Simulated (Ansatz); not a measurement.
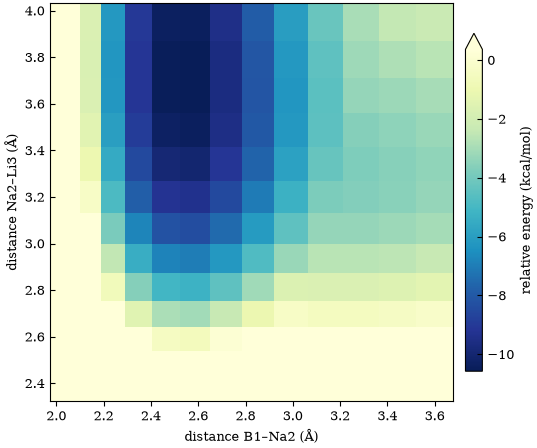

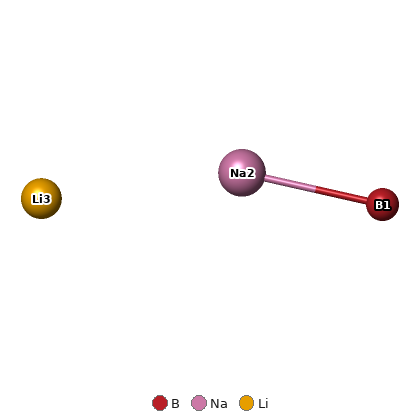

Energy landscape of the system B + NaLi, spin multiplicity 2. The first coordinate is: distance B1–Na2; the second: distance Na2–Li3. Nothing is relaxed (the angle B1–Na2–Li3 is fixed at 160 degrees). Grid: 14 × 14 points. Points are written as (first, second). Energies are in kcal/mol, from B far from the relaxed NaLi (each part in its own basis). In part of the range the unrestricted reference is strongly spin-contaminated. These are results of Ansatz, UHF/def2-SVPD, not measurements.

Drawn: one coloured cell a grid point, one colour for all values above the top of the scale. The second picture is the structure at the lowest point.

Question: What does the map say about the system?

Answer: The lowest grid point is at (2.586 Å, 3.640 Å), −10.6 kcal/mol from B far from the relaxed NaLi (each part in its own basis). No other kind of well shows on this grid. The highest grid point, (2.000 Å, 2.352 Å), lies 36.8 kcal/mol above the lowest.

Each point was launched as `ansatz run input.yaml --threads 1 --pin off --max-ram 2560MiB --backend cpu --events-out ev --progress --plain --runs-dir out`. The whole map (196 points run) took 8.5 min on 1 thread of Arm Neoverse V2 (shared host).
